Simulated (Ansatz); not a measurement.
**Si₂H₅O radical: a ladder of functionals and wavefunction methods**

How much do the methods differ for Si₂H₅O radical? The plan is to run it at one geometry with functionals of several rungs and with coupled cluster. The yardstick is the atomisation energy at the CCSD(T) limit.

Computed with Ansatz 0.2.0, Gaussian basis. Level: functionals in def2-TZVPP, the program's frozen cores in correlated methods.

The runs, in order: LDA (SPW92), PBE-D4, revPBE-D4, BLYP-D4, r2SCAN-D4, B97M-V, PBE0-D4, B3LYP-D4, r2SCANh-D4, r2SCAN0-D4, HSE06-D4, BHLYP-D4, CAM-B3LYP-D4, LC-ωPBE, ωB97X-V, ωB97M-V, B2PLYP, PBE-QIDH; CCSD(T)/def2-SVP; CCSD(T)/def2-TZVPP; CCSD(T)/def2-QZVPP; extrapolation to the limit; RPA on PBE.

**1. Structure used throughout**

An earlier PBE0-D4 in a triple-zeta def2 set relaxation fixed the geometry.

SMILES `[SiH2]O[SiH3]`, 8 atoms, charge 0, spin multiplicity 2.

Atoms are counted from 1 here; the program's logs count them from 0.

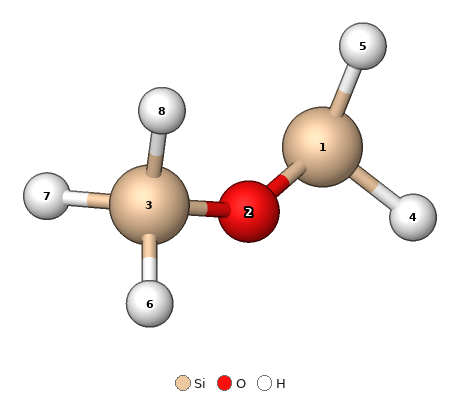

The structure; silicon light orange, oxygen red, hydrogen white; atoms are numbered from 1 in the order of the file.

Coordinates:

```
Si   -1.2810    0.9333   -0.8660
O    -0.3528   -0.2790   -0.2763
Si    0.7649   -0.7230    0.8360
H    -1.9033    0.4579   -2.1331
H    -0.4397    2.1416   -1.1198
H     1.2923   -2.0541    0.4525
H     0.1382   -0.8003    2.1805
H     1.8735    0.2665    0.8703
```

**2. LDA**

This LDA is Slater exchange with PW92 correlation.

The input, in.yaml:

```yaml
crystal:
  periodic: [false, false, false]
  atoms:
    - {symbol: Si, position_ang: [-1.280998, 0.933340, -0.865997]}
    - {symbol: O, position_ang: [-0.352836, -0.279040, -0.276270]}
    - {symbol: Si, position_ang: [0.764893, -0.722983, 0.836047]}
    - {symbol: H, position_ang: [-1.903296, 0.457948, -2.133128]}
    - {symbol: H, position_ang: [-0.439666, 2.141590, -1.119837]}
    - {symbol: H, position_ang: [1.292275, -2.054092, 0.452450]}
    - {symbol: H, position_ang: [0.138196, -0.800337, 2.180547]}
    - {symbol: H, position_ang: [1.873533, 0.266475, 0.870288]}
basis:
  gaussian: {orbitals: def2-TZVPP}
magnetization: {spin_polarized: true, initial_magnetization: 1}
hamiltonian: {xc: lda}
output: {orbitals: {seedname: orbitals}}
```

Run with:

```
$ ansatz run in.yaml --threads 2 --pin off --events-out ev --progress --plain --max-ram 32768MiB --backend cpu
```

The runs that follow: PBE-D4 (GGA); revPBE-D4 (GGA); BLYP-D4 (GGA); r2SCAN-D4 (meta-GGA); B97M-V (meta-GGA); B3LYP-D4 (hybrid); r2SCANh-D4 (hybrid); r2SCAN0-D4 (hybrid); HSE06-D4 (hybrid); BHLYP-D4 (hybrid); CAM-B3LYP-D4 (range-separated); LC-ωPBE (range-separated); ωB97X-V (range-separated); ωB97M-V (range-separated); B2PLYP (double hybrid); PBE-QIDH (double hybrid); CCSD(T) in def2-SVP; CCSD(T) in def2-TZVPP; CCSD(T) in def2-QZVPP; RPA on PBE orbitals.

Q: Predict the results of all the runs planned. Wanted: atomisation energy, CCSD(T)/CBS; farthest beyond LDA; mean size of error, GGA; mean size of error, meta-GGA; mean size of error, hybrid; mean size of error, range-separated; mean size of error, double hybrid; gap, smallest and largest; T1 diagnostic.

As calculated:

| quantity | value |
| --- | --- |
| atomisation energy, CCSD(T)/CBS | 2518.0 kJ/mol |
| functionals within 12.6 kJ/mol (0.5 %) | r2SCAN-D4, B97M-V, B3LYP-D4, CAM-B3LYP-D4, ωB97X-V, ωB97M-V |
| farthest beyond LDA | revPBE-D4 (-80.2 kJ/mol) |
| mean size of error, GGA | 49.3 kJ/mol |
| mean size of error, meta-GGA | 4.0 kJ/mol |
| mean size of error, hybrid | 36.7 kJ/mol |
| mean size of error, range-separated | 17.2 kJ/mol |
| mean size of error, double hybrid | 44.4 kJ/mol |
| gap, smallest and largest | 1.25 eV (LDA (SPW92)), 8.85 eV (LC-ωPBE) |
| T1 diagnostic | 0.0138 |
| triples share of the correlation energy | 3.1 % |

LDA overbinds by 259.5 kJ/mol (10 %). PBE-D4 is off by -38.9 kJ/mol. Double hybrids carry the basis error of their MP2 part in triple zeta, and no dispersion term here, so their miss is partly the set-up's. Taken by rung, meta-GGA functionals do best (4.0 kJ/mol on average) and GGA ones worst beyond LDA (49.3 kJ/mol). The reference freezes the cores and leaves out relativity and excitations past (T), so misses under about 12.6 kJ/mol can't be ranked. Hartree-Fock recovers 76 % of the binding; the rest is correlation. CCSD(T) in def2-SVP is off by -207.6 kJ/mol, more than most functionals: a good method in a small basis is no reference. Orbital gaps span 1.2 to 8.8 eV; exact exchange widens them.
